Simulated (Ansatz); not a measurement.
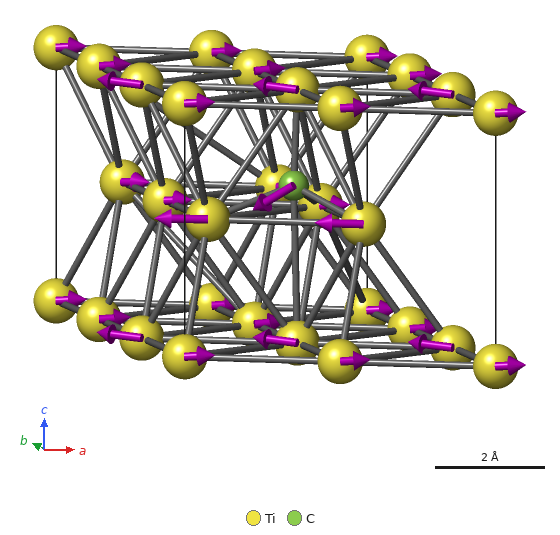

A relaxation of a defect cell of composition Ti12C. The starting structure is drawn; purple arrows show the displacements, at their true length.

Style: ball-and-stick. Shown: the cell of the calculation, slightly off an axis.

It is an interstitial C in hcp Ti. The run prepares an end point of a later path (interstitial hop) calculation, from a guessed geometry.

Theory: Ansatz 0.2.0, DFT PBE, scalar-relativistic, plane waves, PAW. (plane-wave cutoff 420 eV; k-point mesh 4 × 3 × 5; occupations gaussian; smearing width 0.15 eV; no spin polarisation; atoms relaxed in a fixed cell; force threshold 0.03 eV/Å; at most 60 steps)

### What did the optimiser do to the structure, and how much energy did it gain?

The C atom moves most: 1.00 Å along [−3 1 −3]. By element the largest moves are C 1.00 Å, Ti 0.99 Å. The cell stays as it was. Near-neighbour distances that change, for instance: C–Ti 3.395 → 2.054 Å, Ti–Ti 2.950 → 4.083 Å, Ti–Ti 4.134 → 3.032 Å, Ti–Ti 2.950 → 4.028 Å. New bonds form, among them: C–Ti (3.40 → 2.05 Å), Ti–Ti (4.13 → 3.03 Å), Ti–Ti (4.13 → 3.05 Å), Ti–Ti (4.13 → 3.10 Å). Bonds break, among them: Ti–Ti (2.95 → 3.97 Å), Ti–Ti (2.95 → 4.08 Å). Bond angles that change, for instance: Ti–C–Ti 113.0° → 177.5°, Ti–C–Ti 107.9° → 85.3°, Ti–C–Ti 111.0° → 90.8°. The energy falls by 2.796 eV per cell of the calculation in 20 geometry steps. Largest force component: 4.6 eV/Å at the start, 0.024 eV/Å at the end. The run took 2.1 min on 4 threads of Intel(R) Xeon(R) 6975P-C (Granite Rapids), with other jobs on the host, peak memory 1.1 GiB.

Limits of the set-up: the periodic images lie only 4.7 Å apart, so the values are limited by the cell's size.
